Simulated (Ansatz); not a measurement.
# Profile along the Ba–O line in Ba3PbO (anti-perovskite)

Ba3PbO (anti-perovskite)

```
Ba3PbO
1.0
    5.34528     0.00000     0.00000
    0.00000     5.34528     0.00000
    0.00000     0.00000     5.34528
Ba Pb O
3 1 1
Direct
  0.50000   0.00000   0.50000
  0.00000   0.50000   0.50000
  0.50000   0.50000   0.00000
  0.00000   0.00000   0.00000
  0.50000   0.50000   0.50000
```

Fields along a shortest Ba–O line of a {100} plane (2.67 Å), from Ba to O, interpolated on the slice's grid (step about 0.2 Å). All values below come from LDA (plane waves to 420 eV, PAW, scalar-relativistic; Ansatz, an electronic-structure program). k mesh 9×9×9. These are valence fields of a PAW run, semicore shells included where kept as valence: close to a nucleus they are smooth pseudo fields. At this level the bands of Ba3PbO touch or barely overlap. Ba3PbO was relaxed with its symmetry unable to fall. Spin-orbit coupling is left out, though Pb is heavy.

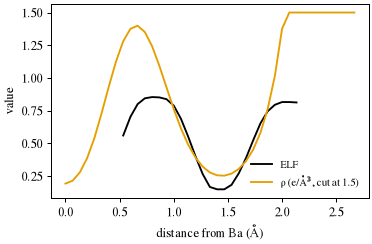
ELF (away from the nuclei) and valence density from Ba to O.

Density on the Ba–O line (2.67 Å) at its density minimum, 1.5 Å from Ba: 0.25 e/Å³. ELF at that point: 0.15.
